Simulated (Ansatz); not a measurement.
# A computed series for TiB2: pressure series

Consider TiB2 (space group P6/mmm, No. 191; a = 3.025 Å, c = 3.224 Å).

Cell and atoms are relaxed at each pressure.

Method: r2SCAN (Ansatz, a quantum-chemistry and plane-wave program, PAW, scalar-relativistic without spin-orbit coupling), earlier PAW set.

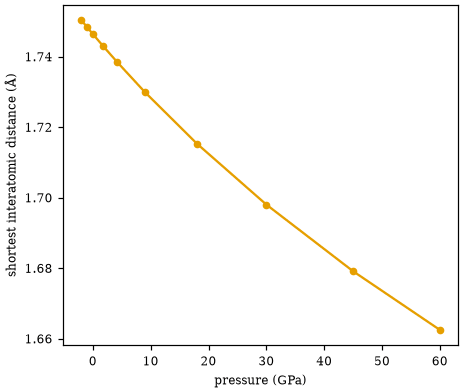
Figure: Shortest interatomic distance against pressure

| pressure (GPa) | shortest interatomic distance |
|---|---|
| -2 | 1.750 Å |
| -1 | 1.748 Å |
| 1.8 | 1.743 Å |
| 4.2 | 1.738 Å |
| 9 | 1.730 Å |
| 18 | 1.715 Å |
| 30 | 1.698 Å |
| 45 | 1.679 Å |
| 60 | 1.663 Å |

Load acts through the strain it causes; cell and atoms are relaxed under it. Whether these cells are dynamically stable was not tested. Competing high-pressure phases were not computed. All final runs are without spin polarisation.
